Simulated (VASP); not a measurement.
Band structure of YC (relaxed from the NiAs type structure, space group P6_3/mmc). These are PBEsol GGA, VASP's PBE PAW potentials (set 64) (plane waves; VASP) values and carry that method's errors.

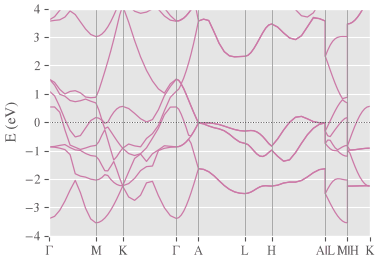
Figure. Bands along high-symmetry lines, zero at the valence-band maximum or, without a gap, the Fermi level

Problem. Read the plot: is there a gap, and where are the band edges?

Solution. It has no gap at this level: it comes out as a metal or semimetal. (Edges off the drawn lines would not show.)

The structure was generated: YC was put into the NiAs type type (P6_3/mmc), which need not be its known phase. It was relaxed first, which changed the volume by -29 %.
